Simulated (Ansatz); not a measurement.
# SiHClO (SMILES O[Si]Cl): wB97M-V/STO-3G

Aim: the energy change on altering one bond length of SiHClO at wB97M-V/STO-3G, from 2 runs. 

Program for the calculation: Ansatz 0.2.0.

82 further runs of the same task are left out: 1 that didn't finish, 81 set aside as unsound or not needed.

**1. The molecule**

The species is SiHClO (4 atoms), meant as a singlet with charge 0. As SMILES, `O[Si]Cl`. Geometry: relaxed at PBE0-D4/def2-TZVP.

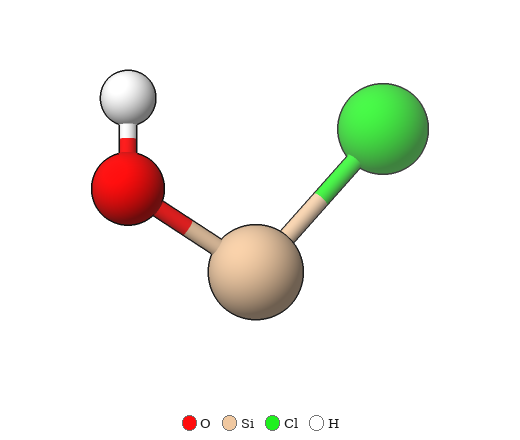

Viewed from a chosen angle; oxygen red, silicon light orange, chlorine green, hydrogen white.

**2. The energy at wB97M-V/STO-3G**

The input, job.yaml:

```yaml
basis:
  gaussian: {orbitals: STO-3G}
crystal:
  periodic: [false, false, false]
  atoms:
    - {symbol: O, position_ang: [-0.911800, 0.450200, -0.308700]}
    - {symbol: Si, position_ang: [-0.434200, -0.789700, 0.647000]}
    - {symbol: Cl, position_ang: [1.662300, -0.701000, 0.421400]}
    - {symbol: H, position_ang: [-0.260800, 0.980400, -0.780000]}
accuracy: high
hamiltonian: {xc: {name: wB97M-V}}
```

Command:

```
ansatz run job.yaml --threads 1 --pin off --max-ram 2610MiB --events-out events.jsonl --progress --plain --runs-dir runs
```

Standard output:

```text
Warning: RAYON_NUM_THREADS=1 ignored (pool sized by the plan → 1); use --threads N
Functional definition: wB97M-V
  name "wB97M-V"
  parameter omega = 0.3/bohr
  parameter cx = 0.15
  parameter cx01 = 1.007
  parameter cx10 = 0.259
  parameter css00 = 0.443
  parameter css04 = -1.437
  parameter css10 = -4.535
  parameter css20 = -3.390
  parameter css43 = 4.278
  parameter cos00 = 1.000
  parameter cos10 = 1.358
  parameter cos20 = 2.924
  parameter cos21 = -8.812
  parameter cos60 = -1.390
  parameter cos61 = 9.142
  parameter b = 6.0
  parameter c = 0.01
  gx(w, u) = 1 - cx + cx01*u + cx10*w
  gss(w, u) = css00 + css04*u^4 + css10*w + css20*w^2 + css43*w^4*u^3
  gos(w, u) = cos00 + cos10*w + (cos20 + cos21*u)*w^2 + (cos60 + cos61*u)*w^6
  exchange = spin_sum(e_x_unif_sr(omega)*gx(b97_w, b97_u_x)) + cx*exact_x_sr(omega) + exact_x_lr(omega)
  correlation = spin_sum(e_c_pw_mod_same_spin*gss(b97_w, b97_u_same))
      + integral(e_c_pw_mod_opposite_spin*gos(b97_w_opposite, b97_u_opposite)) + vv10(b, c)
433 factors; integrals over basis functions are off by at most 3.0e-8 eV
152 factors; integrals over basis functions are off by at most 1.2e-9 eV
mean field evaluation 1: about -22208.2226 eV, gradient 2.2e1 eV
mean field evaluation 2: about -22209.0791 eV, gradient 2.2e1 eV
mean field evaluation 4: about -22210.4165 eV, gradient 3.6e-1 eV
mean field evaluation 8: about -22210.4134 eV, gradient 2.6e-3 eV
mean field evaluation 16: about -22210.4134 eV, gradient 3.0e-7 eV
mean field -22210.41336360 eV, -816.2176363533 hartree, gradient 5.1e-8 eV, S^2 0.000000; 0 other end points of the search recorded, 0 dependent functions left out
reference -22210.41336575 eV, -816.2176364323 hartree; 20, 20 occupied and 4, 4 virtual orbitals, 433 factors
Total energy: -22210.41336575 eV, -816.2176364323 hartree
```

Run time: 20 s. Hardware: 1 thread of Arm Neoverse V1, shared host; peak memory 0.28 GiB.

**3. The distorted shape at the same level**

The input, input.yaml:

```yaml
crystal:
  periodic: [false, false, false]
  atoms:
    - {symbol: O, position_ang: [-1.031204, 0.760185, -0.547633]}
    - {symbol: Si, position_ang: [-0.434200, -0.789700, 0.647000]}
    - {symbol: Cl, position_ang: [1.662300, -0.701000, 0.421400]}
    - {symbol: H, position_ang: [-0.380204, 1.290385, -1.018933]}
basis:
  gaussian:
    orbitals: STO-3G
accuracy: high
hamiltonian:
  xc: {name: wB97M-V}
```

Command:

```
ansatz run input.yaml --threads 1 --pin off --max-ram 2610MiB --events-out events.jsonl --progress --plain --runs-dir runs
```

Standard output, shortened:

```text
Warning: RAYON_NUM_THREADS=1 ignored (pool sized by the plan → 1); use --threads N
[... 2 set-up lines as earlier in the session ...]
[...]
  gx(w, u) = 1 - cx + cx01*u + cx10*w
  gss(w, u) = css00 + css04*u^4 + css10*w + css20*w^2 + css43*w^4*u^3
  gos(w, u) = cos00 + cos10*w + (cos20 + cos21*u)*w^2 + (cos60 + cos61*u)*w^6
[...]
      + integral(e_c_pw_mod_opposite_spin*gos(b97_w_opposite, b97_u_opposite)) + vv10(b, c)
429 factors; integrals over basis functions are off by at most 3.4e-8 eV
156 factors; integrals over basis functions are off by at most 1.2e-9 eV
[...]
mean field -22208.64576518 eV, -816.1526783097 hartree, gradient 7.2e-8 eV, S^2 0.000000; 0 other end points of the search recorded, 0 dependent functions left out
reference -22208.64576741 eV, -816.1526783915 hartree; 20, 20 occupied and 4, 4 virtual orbitals, 429 factors
Total energy: -22208.64576741 eV, -816.1526783915 hartree
```

Run time: 20 s. Hardware: 1 thread of Arm Neoverse V1, shared host; peak memory 0.28 GiB.

**4. Summary of results**

Level: wB97M-V/STO-3G.

```
                                                          quantity          value
                                         first shape: total energy  -816.21764 Eh
                                     distorted shape: total energy  -816.15268 Eh
energy change with the O1–Si2 bond stretched from 1.637 to 2.046 Å       1.768 eV
```

With the O1–Si2 bond stretched from 1.637 to 2.046 Å the energy rises by 1.77 eV (41 kcal/mol). The first shape isn't relaxed at this level, so the change isn't measured from a minimum. The minimal basis adds a large error of its own.
